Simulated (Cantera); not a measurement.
Charge: 1 mol SiCl4, 9.3 mol H2, at 1.00 Torr.

Equilibrium computed with Cantera from the NASA thermochemical tables; the gas is ideal and each condensed phase is pure. Candidate condensed phases: Si; 19 gas species. The tables' values for SiCl3, SiCl are old estimates; treat these amounts as uncertain. Rates play no part.

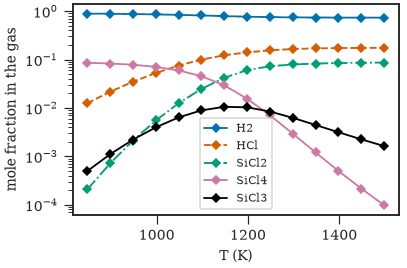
Figure: Equilibrium gas composition (values under 1e-9 drawn at 1e-9)

Read off the mole fractions at 1048 K.

H2 about 0.84, HCl about 0.075, SiCl4 about 0.060, SiCl2 about 0.013, SiCl3 about 0.0064.
